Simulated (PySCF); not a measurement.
# C₄H₈Si: NMR shifts at several levels of theory

Aim: compute the NMR shifts of C₄H₈Si (`[SiH3][C@]12C[C@H]1C2`) at several levels, and see how far they spread and what each costs.

Programs: PySCF 2.14.0, with density-fitted response routines of our own. Each step states its level of theory. These are calculated values for one molecule in the gas phase, unless marked as measured. Atoms count from 0, in the outputs and in this text.

### 1 The molecule as given

13 atoms, charge 0, multiplicity 1; geometry from: PBE0-D3(BJ)/def2-SVP.

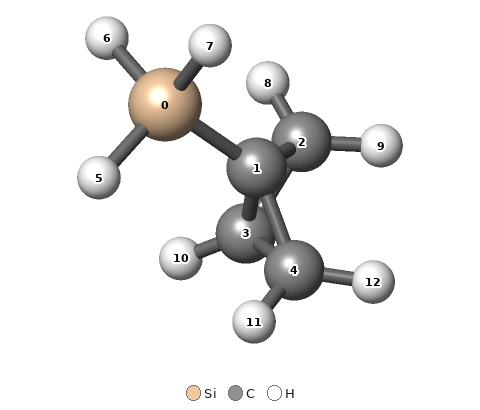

As it starts; silicon light orange, carbon grey, hydrogen white, atoms numbered.

### 2 Nuclear shieldings: PBE0/pcSseg-2

Job settings and geometry (Å):

```
{"job": {"kind": "nmr", "xc": "PBE0", "basis": "pcSseg-2", "pop": false}, "charge": 0, "multiplicity": 1}
Si     1.980693    -0.731732    -0.312809
C      0.238982    -0.531540     0.275255
C     -0.950618    -1.451582     0.188815
C     -0.994980    -0.109222    -0.444453
C     -0.526965     0.688529     0.717162
H      2.482347     0.577931    -0.834605
H      2.019382    -1.748231    -1.410442
H      2.897187    -1.185574     0.777808
H     -0.860552    -2.321088    -0.471895
H     -1.543974    -1.631577     1.097924
H     -1.136956     0.177364    -1.486226
H     -0.069684     1.663070     0.511763
H     -1.093986     0.641784     1.659069
```

With the program's defaults for keys left out, this is: GIAO PBE0/pcSseg-2 NMR shielding, non-relativistic, gas phase.

Started as:

```console
OMP_NUM_THREADS=1 python probes_run.py task.json out
```

The driver reads the jobs from task.json and runs them one after another.

Log:

```text
coarse grid: 10928 points
cycle   1  E = -446.3761340766  dE =  6.322e-01  |g| = 3.115e-01  |ddm| = 2.524e+00
cycle   2  E = -446.3639350519  dE =  1.220e-02  |g| = 3.853e-01  |ddm| = 6.302e-01
cycle   3  E = -446.4020977130  dE = -3.816e-02  |g| = 3.704e-02  |ddm| = 3.508e-01
cycle   4  E = -446.4023036268  dE = -2.059e-04  |g| = 1.853e-02  |ddm| = 3.637e-02
cycle   5  E = -446.4023724526  dE = -6.883e-05  |g| = 6.809e-03  |ddm| = 1.718e-02
cycle   6  E = -446.4023832078  dE = -1.076e-05  |g| = 1.318e-03  |ddm| = 6.182e-03
cycle   7  E = -446.4023836042  dE = -3.963e-07  |g| = 2.621e-04  |ddm| = 1.255e-03
final grid: 99736 points
cycle   8  E = -446.4078174238  dE = -6.995e-05  |g| = 7.196e-03  |ddm| = 4.900e-02
cycle   9  E = -446.4078083953  dE =  9.029e-06  |g| = 9.376e-03  |ddm| = 1.298e-02
cycle  10  E = -446.4078307235  dE = -2.233e-05  |g| = 4.873e-04  |ddm| = 7.532e-03
cycle  11  E = -446.4078307541  dE = -3.060e-08  |g| = 2.898e-04  |ddm| = 6.509e-04
cycle  12  E = -446.4078307727  dE = -1.863e-08  |g| = 6.990e-05  |ddm| = 2.376e-04
cycle  13  E = -446.4078307738  dE = -1.032e-09  |g| = 2.044e-05  |ddm| = 8.039e-05
cycle  14  E = -446.4078307739  dE = -9.607e-11  |g| = 4.789e-06  |ddm| = 2.035e-05
converged SCF energy = -446.4078307739

GIAO shielding tensors (ppm)
atom      isotropic    diamagn.    paramagn.     s11        s22        s33       span
  0 Si     402.527     878.729    -476.203    365.948    380.374    461.258     95.309
  1 C      195.882     259.791     -63.909    152.300    214.084    221.262     68.961
  2 C      148.685     248.499     -99.813    129.828    143.983    172.246     42.417
  3 C      177.055     254.508     -77.453    148.984    190.011    192.168     43.184
  4 C      148.656     248.645     -99.989    129.801    143.910    172.256     42.455
  5 H       27.194      29.885      -2.692     23.614     25.287     32.679      9.064
  6 H       27.193      29.433      -2.239     23.614     25.291     32.675      9.062
  7 H       26.700      28.571      -1.871     23.343     24.517     32.239      8.896
  8 H       30.004      29.732       0.272     24.223     25.859     39.930     15.706
  9 H       30.815      29.851       0.964     25.288     27.720     39.438     14.150
 10 H       29.614      32.427      -2.813     24.306     25.904     38.630     14.324
 11 H       30.004      31.214      -1.210     24.217     25.863     39.933     15.716
 12 H       30.814      30.357       0.457     25.291     27.719     39.432     14.141
```

Wall time 49 s (1 thread of Arm Neoverse V1, shared host); peak memory 1.2 GiB.

The references, computed at this level on geometries of the same kind, shield at (ppm): 1H TMS 31.25, 13C TMS 184.1, 29Si TMS 341.3. Their shielding less the atom's gives the shift. The references are single molecules in the gas phase. Atoms listed in one row are averaged.

```csv
atoms,environment,σ (ppm),δ (ppm)
"C2, C4",three-membered-ring carbon,148.7,35.5
C3,three-membered-ring carbon,177.1,7.1
C1,three-membered-ring carbon,195.9,-11.8
"H5, H6, H7",hydrogen on a silicon bonded to C,27.03,4.22
H10,hydrogen on a three-membered-ring carbon,29.61,1.63
"H8, H11",hydrogen on a three-membered-ring carbon,30.00,1.24
"H9, H12",hydrogen on a three-membered-ring carbon,30.81,0.43
Si0,"silicon bonded to C, 3 H",402.5,-61.2
```

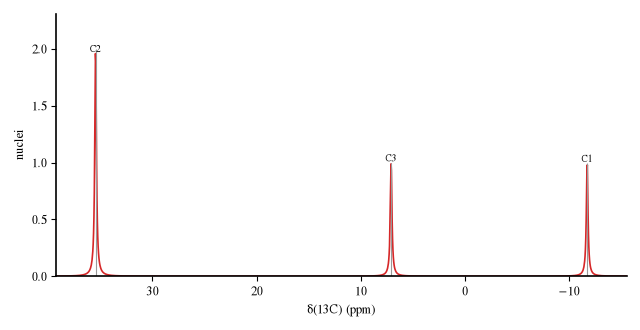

13C lines at the computed shifts, without couplings. Lines are broadened to a width of 0.19 ppm (Lorentzian).

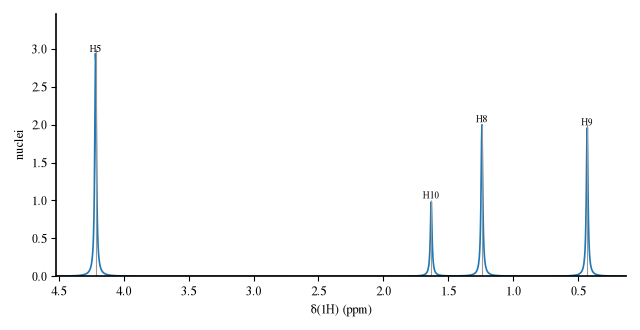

1H lines at the computed shifts, without couplings. Lines are broadened to a width of 0.02 ppm (Lorentzian).

Ring of atoms C1, C2, C3: NICS(0) -50.0, NICS(1) -11.7, NICS(1)zz -23.1 ppm (means of both faces; NICS(1) differs between them: -14.4 and -9.1). The ring holds saturated atoms, so no π current runs round it: these values come from its σ bonds, any local π bonds and neighbouring rings, and say nothing of aromaticity.

In rings of three or four atoms NICS is ruled by the nearby σ bonds, so it says little on aromaticity.

Ring of atoms C1, C3, C4: NICS(0) -50.0, NICS(1) -11.7, NICS(1)zz -23.2 ppm (means of both faces; NICS(1) differs between them: -9.1 and -14.4). The ring holds saturated atoms, so no π current runs round it: these values come from its σ bonds, any local π bonds and neighbouring rings, and say nothing of aromaticity.

In rings of three or four atoms NICS is ruled by the nearby σ bonds, so it says little on aromaticity.

### 3 Nuclear shieldings: mPW1PW91/pcSseg-2

The job, as its differences from that of step 2:

```diff
@@ -1,2 +1,2 @@
-{"job": {"kind": "nmr", "xc": "PBE0", "basis": "pcSseg-2", "pop": false}, "charge": 0, "multiplicity": 1}
+{"job": {"kind": "nmr", "xc": "mPW1PW91", "basis": "pcSseg-2", "pop": false}, "charge": 0, "multiplicity": 1}
 Si     1.980693    -0.731732    -0.312809
```

Level: GIAO mPW1PW91/pcSseg-2 NMR shielding, non-relativistic, gas phase.

Log:

```text
coarse grid: 10928 points
cycle   1  E = -446.6682600416  dE =  6.307e-01  |g| = 3.132e-01  |ddm| = 2.517e+00
cycle   2  E = -446.6563590474  dE =  1.190e-02  |g| = 3.857e-01  |ddm| = 6.598e-01
cycle   3  E = -446.6946141647  dE = -3.826e-02  |g| = 3.683e-02  |ddm| = 3.657e-01
cycle   4  E = -446.6948165298  dE = -2.024e-04  |g| = 1.897e-02  |ddm| = 3.804e-02
cycle   5  E = -446.6948897055  dE = -7.318e-05  |g| = 6.723e-03  |ddm| = 1.752e-02
cycle   6  E = -446.6949002054  dE = -1.050e-05  |g| = 1.330e-03  |ddm| = 6.218e-03
cycle   7  E = -446.6949006099  dE = -4.044e-07  |g| = 2.633e-04  |ddm| = 1.282e-03
final grid: 99736 points
cycle   8  E = -446.7000454423  dE = -6.769e-05  |g| = 5.612e-03  |ddm| = 5.084e-02
cycle   9  E = -446.7000402492  dE =  5.193e-06  |g| = 7.268e-03  |ddm| = 1.081e-02
cycle  10  E = -446.7000535887  dE = -1.334e-05  |g| = 3.498e-04  |ddm| = 5.845e-03
cycle  11  E = -446.7000535998  dE = -1.107e-08  |g| = 2.721e-04  |ddm| = 6.221e-04
cycle  12  E = -446.7000536166  dE = -1.682e-08  |g| = 5.432e-05  |ddm| = 2.179e-04
cycle  13  E = -446.7000536172  dE = -6.488e-10  |g| = 1.529e-05  |ddm| = 6.504e-05
converged SCF energy = -446.7000536172

GIAO shielding tensors (ppm)
atom      isotropic    diamagn.    paramagn.     s11        s22        s33       span
  0 Si     400.900     878.918    -478.017    364.460    379.204    459.037     94.577
  1 C      195.157     259.169     -64.012    151.389    213.612    220.469     69.080
  2 C      148.030     248.970    -100.940    129.299    143.446    171.345     42.046
  3 C      176.220     254.386     -78.166    147.945    189.201    191.514     43.569
  4 C      148.001     249.140    -101.138    129.273    143.374    171.357     42.084
  5 H       27.267      30.011      -2.744     23.693     25.375     32.731      9.038
  6 H       27.266      29.540      -2.274     23.692     25.379     32.728      9.036
  7 H       26.775      28.666      -1.891     23.435     24.603     32.287      8.852
  8 H       30.050      29.752       0.298     24.302     25.933     39.916     15.614
  9 H       30.858      29.915       0.943     25.333     27.792     39.448     14.115
 10 H       29.658      32.481      -2.823     24.378     25.968     38.627     14.249
 11 H       30.050      31.268      -1.218     24.295     25.937     39.919     15.624
 12 H       30.856      30.416       0.440     25.336     27.791     39.442     14.105
```

Wall time 37 s (1 thread of Arm Neoverse V1, shared host); peak memory 1.2 GiB.

In short: δ C2 35.5, C3 7.3, C1 -11.6, Si0 -60.9, H5 4.19, H10 1.64 ppm (means over like atoms).

### 4 NMR shieldings: WP04/pcSseg-2

The job, as its differences from that of step 3:

```diff
@@ -1,2 +1,2 @@
-{"job": {"kind": "nmr", "xc": "mPW1PW91", "basis": "pcSseg-2", "pop": false}, "charge": 0, "multiplicity": 1}
+{"job": {"kind": "nmr", "xc": "WP04", "basis": "pcSseg-2", "pop": false}, "charge": 0, "multiplicity": 1}
 Si     1.980693    -0.731732    -0.312809
```

With the program's defaults for keys left out, this is: GIAO WP04/pcSseg-2 NMR shielding, non-relativistic, gas phase.

Log:

```text
coarse grid: 10928 points
cycle   1  E = -453.9918503722  dE =  5.066e-01  |g| = 5.416e-01  |ddm| = 2.438e+00
cycle   2  E = -453.9109081513  dE =  8.094e-02  |g| = 7.726e-01  |ddm| = 1.096e+00
cycle   3  E = -454.0680826894  dE = -1.572e-01  |g| = 6.652e-02  |ddm| = 6.736e-01
cycle   4  E = -454.0687274979  dE = -6.448e-04  |g| = 3.531e-02  |ddm| = 6.988e-02
cycle   5  E = -454.0689777125  dE = -2.502e-04  |g| = 1.300e-02  |ddm| = 3.099e-02
cycle   6  E = -454.0690158641  dE = -3.815e-05  |g| = 3.610e-03  |ddm| = 1.242e-02
cycle   7  E = -454.0690189378  dE = -3.074e-06  |g| = 7.901e-04  |ddm| = 3.335e-03
final grid: 99736 points
cycle   8  E = -454.0817643392  dE = -1.157e-04  |g| = 7.671e-03  |ddm| = 6.917e-02
cycle   9  E = -454.0817505459  dE =  1.379e-05  |g| = 1.055e-02  |ddm| = 1.375e-02
cycle  10  E = -454.0817789426  dE = -2.840e-05  |g| = 7.680e-04  |ddm| = 8.236e-03
cycle  11  E = -454.0817789880  dE = -4.540e-08  |g| = 5.903e-04  |ddm| = 1.002e-03
cycle  12  E = -454.0817790648  dE = -7.677e-08  |g| = 1.535e-04  |ddm| = 4.947e-04
cycle  13  E = -454.0817790703  dE = -5.507e-09  |g| = 3.072e-05  |ddm| = 1.560e-04
cycle  14  E = -454.0817790705  dE = -2.099e-10  |g| = 8.792e-06  |ddm| = 2.916e-05
converged SCF energy = -454.0817790705

GIAO shielding tensors (ppm)
atom      isotropic    diamagn.    paramagn.     s11        s22        s33       span
  0 Si     385.934     880.383    -494.449    352.551    368.323    436.927     84.376
  1 C      181.434     260.285     -78.851    134.250    204.837    205.216     70.966
  2 C      136.645     248.137    -111.492    119.053    132.523    158.359     39.305
  3 C      163.586     254.827     -91.241    131.487    176.573    182.698     51.211
  4 C      136.616     248.809    -112.193    119.024    132.454    158.371     39.347
  5 H       28.145      30.761      -2.616     24.739     26.365     33.332      8.593
  6 H       28.146      30.106      -1.960     24.739     26.368     33.329      8.590
  7 H       27.649      29.117      -1.468     24.540     25.584     32.824      8.283
  8 H       30.334      30.466      -0.132     25.055     26.573     39.373     14.318
  9 H       31.137      30.499       0.638     25.790     28.404     39.218     13.427
 10 H       29.976      32.638      -2.662     25.035     26.640     38.254     13.219
 11 H       30.334      32.274      -1.939     25.049     26.577     39.377     14.327
 12 H       31.136      31.180      -0.043     25.793     28.404     39.212     13.418
```

Run time: 39 s. Hardware: 1 thread of Arm Neoverse V1, shared host; peak memory 1.2 GiB.

Key values: δ C2 35.5, C3 8.5, C1 -9.3, Si0 -57.9, H5 3.63, H10 1.63 ppm (means over like atoms).

### 5 Nuclear shieldings: B97-2/pcSseg-2

The job, as its differences from that of step 4:

```diff
@@ -1,2 +1,2 @@
-{"job": {"kind": "nmr", "xc": "WP04", "basis": "pcSseg-2", "pop": false}, "charge": 0, "multiplicity": 1}
+{"job": {"kind": "nmr", "xc": "B97-2", "basis": "pcSseg-2", "pop": false}, "charge": 0, "multiplicity": 1}
 Si     1.980693    -0.731732    -0.312809
```

With the program's defaults for keys left out, this is: GIAO B97-2/pcSseg-2 NMR shielding, non-relativistic, gas phase.

Log:

```text
coarse grid: 10928 points
cycle   1  E = -446.6522403488  dE =  5.951e-01  |g| = 3.170e-01  |ddm| = 2.527e+00
cycle   2  E = -446.6357012959  dE =  1.654e-02  |g| = 4.117e-01  |ddm| = 6.563e-01
cycle   3  E = -446.6799105983  dE = -4.421e-02  |g| = 3.435e-02  |ddm| = 3.750e-01
cycle   4  E = -446.6800705815  dE = -1.600e-04  |g| = 2.023e-02  |ddm| = 3.687e-02
cycle   5  E = -446.6801578831  dE = -8.730e-05  |g| = 6.331e-03  |ddm| = 1.782e-02
cycle   6  E = -446.6801672401  dE = -9.357e-06  |g| = 1.525e-03  |ddm| = 6.274e-03
final grid: 99736 points
cycle   7  E = -446.6825673221  dE = -8.972e-05  |g| = 4.566e-03  |ddm| = 6.534e-02
cycle   8  E = -446.6825640465  dE =  3.276e-06  |g| = 5.398e-03  |ddm| = 8.223e-03
cycle   9  E = -446.6825710959  dE = -7.049e-06  |g| = 8.467e-04  |ddm| = 5.099e-03
cycle  10  E = -446.6825712269  dE = -1.310e-07  |g| = 2.921e-04  |ddm| = 8.429e-04
cycle  11  E = -446.6825712458  dE = -1.884e-08  |g| = 9.313e-05  |ddm| = 2.893e-04
cycle  12  E = -446.6825712478  dE = -2.043e-09  |g| = 1.427e-05  |ddm| = 8.275e-05
cycle  13  E = -446.6825712479  dE = -4.434e-11  |g| = 2.550e-06  |ddm| = 1.166e-05
converged SCF energy = -446.6825712479

GIAO shielding tensors (ppm)
atom      isotropic    diamagn.    paramagn.     s11        s22        s33       span
  0 Si     407.470     878.991    -471.521    371.737    386.082    464.592     92.855
  1 C      195.316     260.689     -65.373    151.827    214.096    220.025     68.198
  2 C      148.599     248.567     -99.967    130.390    143.857    171.551     41.160
  3 C      176.553     255.454     -78.902    148.296    189.112    192.249     43.953
  4 C      148.571     249.103    -100.532    130.364    143.786    171.562     41.198
  5 H       27.385      30.211      -2.827     23.840     25.502     32.813      8.973
  6 H       27.385      29.695      -2.310     23.840     25.505     32.809      8.970
  7 H       26.886      28.789      -1.903     23.578     24.725     32.355      8.776
  8 H       30.095      29.735       0.359     24.389     26.009     39.886     15.497
  9 H       30.935      29.807       1.128     25.424     27.900     39.482     14.058
 10 H       29.762      32.705      -2.943     24.481     26.126     38.678     14.197
 11 H       30.095      31.443      -1.348     24.382     26.013     39.889     15.507
 12 H       30.934      30.414       0.520     25.427     27.900     39.476     14.048
```

Run time: 38 s. Hardware: 1 thread of Arm Neoverse V1, shared host; peak memory 1.2 GiB.

In short: δ C2 34.9, C3 6.9, C1 -11.9, Si0 -59.9, H5 4.14, H10 1.60 ppm (means over like atoms).

### 6 Shielding tensors: BHandHLYP/pcSseg-2

The job, as its differences from that of step 5:

```diff
@@ -1,2 +1,2 @@
-{"job": {"kind": "nmr", "xc": "B97-2", "basis": "pcSseg-2", "pop": false}, "charge": 0, "multiplicity": 1}
+{"job": {"kind": "nmr", "xc": "BHandHLYP", "basis": "pcSseg-2", "pop": false}, "charge": 0, "multiplicity": 1}
 Si     1.980693    -0.731732    -0.312809
```

Method: GIAO BHandHLYP/pcSseg-2 NMR shielding, non-relativistic, gas phase.

Log:

```text
coarse grid: 10928 points
cycle   1  E = -446.5841938713  dE =  8.198e-01  |g| = 2.628e-01  |ddm| = 2.480e+00
cycle   2  E = -446.5994420233  dE = -1.525e-02  |g| = 1.687e-01  |ddm| = 4.633e-01
cycle   3  E = -446.6059429902  dE = -6.501e-03  |g| = 5.918e-02  |ddm| = 1.803e-01
cycle   4  E = -446.6067889450  dE = -8.460e-04  |g| = 1.084e-02  |ddm| = 6.091e-02
cycle   5  E = -446.6068096554  dE = -2.071e-05  |g| = 3.971e-03  |ddm| = 1.178e-02
cycle   6  E = -446.6068134186  dE = -3.763e-06  |g| = 7.465e-04  |ddm| = 3.437e-03
final grid: 99736 points
cycle   7  E = -446.6145250840  dE = -2.847e-05  |g| = 3.029e-03  |ddm| = 3.688e-02
cycle   8  E = -446.6145253439  dE = -2.599e-07  |g| = 2.894e-03  |ddm| = 5.143e-03
cycle   9  E = -446.6145273728  dE = -2.029e-06  |g| = 2.020e-04  |ddm| = 2.389e-03
cycle  10  E = -446.6145273814  dE = -8.636e-09  |g| = 1.063e-04  |ddm| = 3.420e-04
cycle  11  E = -446.6145273838  dE = -2.366e-09  |g| = 2.355e-05  |ddm| = 1.133e-04
cycle  12  E = -446.6145273839  dE = -1.451e-10  |g| = 6.919e-06  |ddm| = 2.670e-05
converged SCF energy = -446.6145273839

GIAO shielding tensors (ppm)
atom      isotropic    diamagn.    paramagn.     s11        s22        s33       span
  0 Si     405.590     877.204    -471.614    370.781    384.343    461.646     90.864
  1 C      198.734     259.329     -60.595    153.047    217.965    225.191     72.143
  2 C      150.595     245.362     -94.767    132.387    145.307    174.092     41.705
  3 C      179.480     252.798     -73.318    149.879    193.394    195.168     45.288
  4 C      150.565     245.621     -95.056    132.362    145.232    174.102     41.740
  5 H       27.564      29.867      -2.303     23.959     25.668     33.064      9.105
  6 H       27.564      29.457      -1.893     23.959     25.672     33.061      9.102
  7 H       27.058      28.597      -1.539     23.704     24.891     32.578      8.875
  8 H       30.255      29.905       0.351     24.447     26.050     40.270     15.823
  9 H       31.034      29.923       1.111     25.393     27.805     39.904     14.510
 10 H       29.800      32.499      -2.699     24.372     25.938     39.090     14.717
 11 H       30.256      31.227      -0.972     24.441     26.054     40.273     15.832
 12 H       31.033      30.400       0.633     25.396     27.805     39.897     14.501
```

Run time: 37 s. Hardware: 1 thread of Arm Neoverse V1, shared host; peak memory 1.2 GiB.

Key values: δ C2 33.7, C3 4.8, C1 -14.5, Si0 -59.8, H5 4.05, H10 1.65 ppm (means over like atoms).

### 7 NMR shieldings: CAM-B3LYP/pcSseg-2

The job, as its differences from that of step 6:

```diff
@@ -1,2 +1,2 @@
-{"job": {"kind": "nmr", "xc": "BHandHLYP", "basis": "pcSseg-2", "pop": false}, "charge": 0, "multiplicity": 1}
+{"job": {"kind": "nmr", "xc": "CAM-B3LYP", "basis": "pcSseg-2", "pop": false}, "charge": 0, "multiplicity": 1}
 Si     1.980693    -0.731732    -0.312809
```

Level: GIAO CAM-B3LYP/pcSseg-2 NMR shielding, non-relativistic, gas phase.

Log:

```text
coarse grid: 10928 points
cycle   1  E = -446.6033696987  dE =  7.830e-01  |g| = 2.595e-01  |ddm| = 2.468e+00
cycle   2  E = -446.6130576230  dE = -9.688e-03  |g| = 2.042e-01  |ddm| = 4.745e-01
cycle   3  E = -446.6227853101  dE = -9.728e-03  |g| = 4.444e-02  |ddm| = 1.892e-01
cycle   4  E = -446.6232438600  dE = -4.585e-04  |g| = 1.267e-02  |ddm| = 5.058e-02
cycle   5  E = -446.6232717276  dE = -2.787e-05  |g| = 4.584e-03  |ddm| = 1.302e-02
cycle   6  E = -446.6232765812  dE = -4.854e-06  |g| = 8.127e-04  |ddm| = 3.926e-03
final grid: 99736 points
cycle   7  E = -446.6342319745  dE = -4.619e-05  |g| = 3.927e-03  |ddm| = 3.692e-02
cycle   8  E = -446.6342321659  dE = -1.914e-07  |g| = 3.846e-03  |ddm| = 6.298e-03
cycle   9  E = -446.6342356884  dE = -3.523e-06  |g| = 2.613e-04  |ddm| = 3.069e-03
cycle  10  E = -446.6342357012  dE = -1.274e-08  |g| = 1.437e-04  |ddm| = 4.184e-04
cycle  11  E = -446.6342357052  dE = -3.984e-09  |g| = 3.296e-05  |ddm| = 1.483e-04
cycle  12  E = -446.6342357054  dE = -2.747e-10  |g| = 8.902e-06  |ddm| = 3.655e-05
converged SCF energy = -446.6342357054

GIAO shielding tensors (ppm)
atom      isotropic    diamagn.    paramagn.     s11        s22        s33       span
  0 Si     392.834     877.503    -484.669    356.397    369.869    452.236     95.839
  1 C      194.863     257.253     -62.391    149.427    213.510    221.651     72.225
  2 C      147.685     244.723     -97.038    128.917    142.546    171.592     42.675
  3 C      176.301     251.154     -74.853    146.978    190.684    191.241     44.263
  4 C      147.653     244.640     -96.987    128.888    142.470    171.600     42.712
  5 H       27.366      29.464      -2.098     23.815     25.480     32.803      8.988
  6 H       27.366      29.158      -1.792     23.815     25.484     32.800      8.985
  7 H       26.873      28.369      -1.496     23.541     24.732     32.344      8.802
  8 H       30.129      30.022       0.107     24.401     25.987     40.000     15.599
  9 H       30.897      30.101       0.796     25.406     27.767     39.519     14.113
 10 H       29.656      32.145      -2.489     24.401     25.947     38.620     14.219
 11 H       30.130      31.003      -0.873     24.395     25.991     40.003     15.608
 12 H       30.896      30.499       0.397     25.409     27.766     39.513     14.104
```

Wall time 52 s (1 thread of Arm Neoverse V1, shared host); peak memory 1.4 GiB.

This run: δ C2 34.9, C3 6.3, C1 -12.3, Si0 -63.9, H5 4.14, H10 1.68 ppm (means over like atoms).

[end of part 1 of 2]
